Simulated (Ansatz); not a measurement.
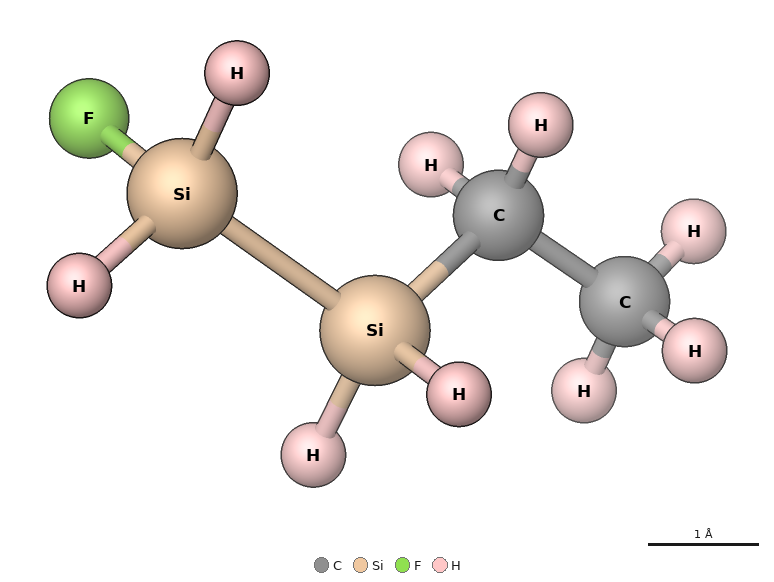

Atoms fade into the background with distance from the viewer. The computed structure is the end point of a PBE0-D4/def2-TZVP optimisation. No frequency run is at hand to confirm it as a minimum. Masses are those of the most abundant isotopes; constants are for the rigid equilibrium geometry.

What kind of rotor is it, and what are its rotational constants in cm⁻¹?

An asymmetric top (C1): A = 0.219, B = 0.0420, C = 0.0381 cm⁻¹. Ray's parameter κ is −0.96, close to the prolate limit.
